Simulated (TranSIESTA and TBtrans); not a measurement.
System: Cu chain bridged by a linear N2 unit along the axis. Leads: straight Cu chain, spacing 2.3 Å. Geometry: as built, not relaxed.

TranSIESTA and TBtrans, PBE, DZP numerical orbitals (energy shift 0.15 eV), PseudoDojo norm-conserving scalar-relativistic potentials, mesh cutoff 200 Ry, 300 K, spin-polarised (collinear), no spin-orbit coupling; self-consistent non-equilibrium Green functions.

Energies count from the leads' Fermi level. Transmissions are for each spin. The energy step is 0.01 eV; narrower resonances are cut or missed.

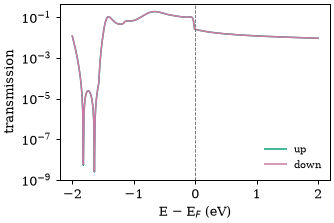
Figure: Transmission against energy

| E (eV) | T up | T down | lead channels up | down |
|---|---|---|---|---|
| -2.00 | 0.012 | 0.012 | 1 | 1 |
| -1.80 | 5.7e-6 | 5.6e-6 | 1 | 1 |
| -1.60 | 1.5e-5 | 1.5e-5 | 1 | 1 |
| -1.40 | 0.10 | 0.10 | 3 | 3 |
| -1.20 | 0.046 | 0.046 | 3 | 3 |
| -1.00 | 0.069 | 0.069 | 4 | 4 |
| -0.80 | 0.14 | 0.14 | 4 | 4 |
| -0.60 | 0.18 | 0.18 | 4 | 4 |
| -0.40 | 0.13 | 0.13 | band edge | band edge |
| -0.20 | 0.10 | 0.10 | 4 | 4 |
| 0.00 | 0.025 | 0.026 | 1 | 1 |
| 0.20 | 0.019 | 0.019 | 1 | 1 |
| 0.40 | 0.016 | 0.016 | 1 | 1 |
| 0.60 | 0.014 | 0.014 | 1 | 1 |
| 0.80 | 0.013 | 0.013 | 1 | 1 |
| 1.00 | 0.012 | 0.012 | 1 | 1 |
| 1.20 | 0.011 | 0.011 | 1 | 1 |
| 1.40 | 0.011 | 0.011 | 1 | 1 |
| 1.60 | 0.010 | 0.010 | 1 | 1 |
| 1.80 | 0.0097 | 0.0097 | 1 | 1 |
| 2.00 | 0.0092 | 0.0093 | 1 | 1 |

Moments were seeded on the central atoms alone, and one start was tried. The leads' channel count changes near -0.01 eV, within the thermal window, so values at the Fermi level hang on where that band edge falls. The straight chain is held at its spacing; free chains may zigzag or dimerise.
